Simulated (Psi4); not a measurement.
# GaHCl2O (SMILES [OH][Ga]([Cl])[Cl]) at revPBE/def2-SVP

Aim: the energy change on altering one bond length of GaHCl2O at revPBE/def2-SVP, from 2 runs. 

The calculation is run with Psi4 1.11.

18 further runs of the same task are left out: 16 that didn't finish, 2 set aside as unsound or not needed.

## (1) The structure to begin with

The species is GaHCl2O (5 atoms), meant as a singlet with charge 0. SMILES: `[OH][Ga]([Cl])[Cl]`. Geometry: relaxed at PBE0-D4/def2-TZVP.

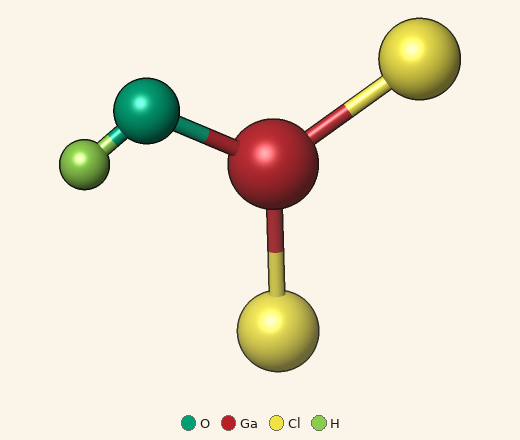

Viewed from a chosen angle; oxygen teal, gallium red, chlorine yellow, hydrogen green.

## (2) Energy and forces at revPBE/def2-SVP

Input file input.in:

```
memory 2200 mb

molecule geom {
  0 1
  O
  Ga 1 R2
  Cl 2 R3 1 A3
  Cl 2 R4 1 A4 3 D4
  H 1 R5 2 A5 3 D5

  R2 = 1.764541
  R3 = 2.10925
  A3 = 118.78964
  R4 = 2.123422
  A4 = 120.6351
  D4 = 179.99113
  R5 = 0.96102
  A5 = 112.91861
  D5 = 179.95048
  symmetry c1
  no_reorient
  no_com
}

set {
  reference rks
  puream true
  e_convergence 1e-09
  d_convergence 1e-08
  scf_type pk
  dft_radial_points 99
  dft_spherical_points 590
}

energy_value, wavefunction = gradient("revpbe/def2-SVP", return_wfn=True)
print_variables()
```

Run with:

```bash
$ psi4 input.in input.out -n 1
```

input.out, cut to the lines that bear on the results:

```text
[...]
  Running in c1 symmetry.
[...]
  Nuclear repulsion =  438.684297037334090
[...]
  Multiplicity = 1
[...]
  Nalpha       = 37
  Nbeta        = 37
[...]
    Number of basis functions: 87
[...]
   @RKS iter   1: -2918.12275011629936   -9.77789e-01   3.12275e-02 ADIIS/DIIS
[...]
   @RKS iter  14: -2920.28520620511472   -1.09139e-11   9.24343e-09 DIIS
[...]
    Orbital Energies [Eh]
    ---------------------
    Doubly Occupied:
       1A   -370.974323     2A   -100.660200     3A   -100.660066
       4A    -45.369647     5A    -40.219463     6A    -40.216060
       7A    -40.214860     8A    -18.788283     9A     -9.183314
      10A     -9.183293    11A     -7.006108    12A     -7.005875
      13A     -6.999104    14A     -6.999058    15A     -6.998313
      16A     -6.998118    17A     -5.325955    18A     -3.656853
      19A     -3.650114    20A     -3.646943    21A     -0.910631
      22A     -0.802111    23A     -0.798716    24A     -0.785530
      25A     -0.783177    26A     -0.773920    27A     -0.736122
      28A     -0.724329    29A     -0.466651    30A     -0.399384
      31A     -0.349154    32A     -0.315365    33A     -0.313605
      34A     -0.289782    35A     -0.287906    36A     -0.282752
[...]
  @RKS Final Energy: -2920.28520620511472
   => Energetics <=
    Nuclear Repulsion Energy =            438.6842970373340904
    One-Electron Energy =               -4932.7362709283088407
    Two-Electron Energy =                1714.0208478722522614
    DFT Exchange-Correlation Energy =    -140.2540801863919455
    Empirical Dispersion Energy =           0.0000000000000000
    VV10 Nonlocal Energy =                  0.0000000000000000
    Total Energy =                      -2920.2852062051147186
[...]
 Multipole Moments:
 ------------------------------------------------------------------------------------
     Multipole            Electronic (a.u.)      Nuclear  (a.u.)        Total (a.u.)
 ------------------------------------------------------------------------------------
 L = 1.  Multiply by 2.5417464519 to convert [e a0] to [Debye]
 Dipole X            :         -0.0000206           -0.0005412           -0.0005619
 Dipole Y            :         -0.3732105            0.8561930            0.4829824
 Dipole Z            :          1.5063409           -1.8845104           -0.3781696
 Magnitude           :                                                    0.6134204
[...]
  -Total Gradient:
     Atom            X                  Y                   Z
    ------   -----------------  -----------------  -----------------
       1       -0.000002589528     0.014537977638     0.010133970762
       2       -0.000002598732    -0.001425110474    -0.002458935713
       3       -0.000000680734     0.011896199754    -0.006076838728
       4        0.000000829145    -0.011359944722    -0.006903219835
       5        0.000005040364    -0.013646443668     0.005317175550
[...]
```

It took 15 s on 1 thread of Intel Xeon Platinum 8488C (Sapphire Rapids), shared host; peak memory 0.81 GiB.

## (3) The distorted shape: the energy at revPBE/def2-SVP

Input file cl2gaho.py:

```python
import psi4

psi4.set_memory('2200 MB')
psi4.set_num_threads(1)
psi4.core.set_output_file('run.log', False)

m = psi4.geometry("""
0 1
O      1.11367041     2.10367147     0.92943345
Ga     0.85666765    -1.20164850     0.57208624
Cl     3.46732430    -3.54566478     2.46351312
Cl    -2.02781030    -2.79241995    -1.71939566
H     -0.78461429     3.47218278    -0.46487263
units bohr
symmetry c1
""")

psi4.set_options({
    'basis': 'def2-SVP',
    'puream': True,
    'e_convergence': 1e-09,
    'd_convergence': 1e-08,
    'scf_type': 'pk',
    'dft_radial_points': 99,
    'dft_spherical_points': 590,
})

e, wfn = psi4.energy('revpbe', return_wfn=True)
psi4.oeprop(wfn, 'WIBERG_LOWDIN_INDICES', 'LOWDIN_CHARGES', 'MAYER_INDICES')
print(f'total energy {e:.8f} hartree = {e * 27.211386:.5f} eV')
```

Run with:

```bash
$ python cl2gaho.py
```

run.log, cut to the lines that bear on the results:

```text
[...]
  Running in c1 symmetry.
[...]
  Nuclear repulsion =  435.981341071432780
[...]
  Multiplicity = 1
[...]
  Nalpha       = 37
  Nbeta        = 37
[...]
    Number of basis functions: 87
[...]
   @RKS iter   1: -2917.99910106376592   -1.02410e+00   3.12646e-02 ADIIS/DIIS
[...]
   @RKS iter  15: -2920.20808765996117   -9.09495e-12   4.04994e-09 DIIS
[...]
    Orbital Energies [Eh]
    ---------------------
    Doubly Occupied:
       1A   -370.970650     2A   -100.659784     3A   -100.656411
       4A    -45.366164     5A    -40.215856     6A    -40.212607
       7A    -40.211425     8A    -18.809557     9A     -9.183031
      10A     -9.179565    11A     -7.005845    12A     -7.002084
      13A     -6.998699    14A     -6.997894    15A     -6.995393
      16A     -6.994616    17A     -5.322266    18A     -3.652881
      19A     -3.646520    20A     -3.643405    21A     -0.865175
      22A     -0.798844    23A     -0.795436    24A     -0.781703
      25A     -0.779384    26A     -0.759004    27A     -0.731836
      28A     -0.721971    29A     -0.427838    30A     -0.380289
      31A     -0.344284    32A     -0.311395    33A     -0.310257
      34A     -0.287858    35A     -0.284990    36A     -0.279412
[...]
  @RKS Final Energy: -2920.20808765996117
   => Energetics <=
    Nuclear Repulsion Energy =            435.9813410714327802
    One-Electron Energy =               -4927.6738954492348057
    Two-Electron Energy =                1711.5944518058527137
    DFT Exchange-Correlation Energy =    -140.1099850880123938
    Empirical Dispersion Energy =           0.0000000000000000
    VV10 Nonlocal Energy =                  0.0000000000000000
    Total Energy =                      -2920.2080876599611656
[...]
 Multipole Moments:
 ------------------------------------------------------------------------------------
     Multipole            Electronic (a.u.)      Nuclear  (a.u.)        Total (a.u.)
 ------------------------------------------------------------------------------------
 L = 1.  Multiply by 2.5417464519 to convert [e a0] to [Debye]
 Dipole X            :          0.4494631           -0.8605454           -0.4110822
 Dipole Y            :         -1.6810597            2.2140756            0.5330159
 Dipole Z            :          0.2641109           -0.5548603           -0.2907494
 Magnitude           :                                                    0.7332325
[...]
```

On the terminal:

```text
total energy -2920.20808766 hartree = -79462.90947 eV
```

Run time: 11 s. Hardware: 1 thread of Intel Xeon Platinum 8488C (Sapphire Rapids), shared host; peak memory 0.8 GiB.

## (4) Outcome

At revPBE/def2-SVP:

```
                                                         quantity           value
                                        first shape: total energy  -2920.28521 Eh
                                       first shape: dipole moment          1.56 D
                                         first shape: HOMO energy        -7.58 eV
                                         first shape: LUMO energy        -2.20 eV
                                       first shape: HOMO–LUMO gap         5.38 eV
                            first shape: largest force on an atom      0.911 eV/Å
                                    distorted shape: total energy  -2920.20809 Eh
                                   distorted shape: dipole moment          1.86 D
                                     distorted shape: HOMO energy        -7.33 eV
                                     distorted shape: LUMO energy        -3.48 eV
                                   distorted shape: HOMO–LUMO gap         3.85 eV
energy change with the O1–H5 bond stretched from 0.961 to 1.442 Å        2.099 eV
```

With the O1–H5 bond stretched from 0.961 to 1.442 Å the energy rises by 2.10 eV (202 kJ/mol). The first shape isn't relaxed at this level, so the change isn't measured from a minimum. The largest force (first shape) is 0.91 eV/Å: the shape isn't a stationary point for this species at this level.
